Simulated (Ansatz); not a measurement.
The reference is BN in the zinc blende structure (space group F-43m, No. 216; a = 3.625 Å).

It is then changed as follows: a hydrostatic pressure of 1.8 GPa.

The values are results of Ansatz (a first-principles code) PBE, scalar-relativistic without spin-orbit coupling, not measurements.

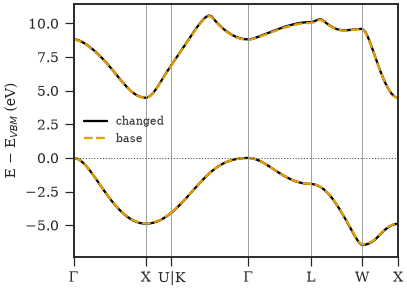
Highest valence and lowest conduction band along the path, each from its own valence-band maximum

The gap is 4.47 eV, indirect, Γ → X; the base has 4.46 eV.

Load acts through the strain it causes; cell and atoms are relaxed under it. Whether these cells are dynamically stable was not tested.
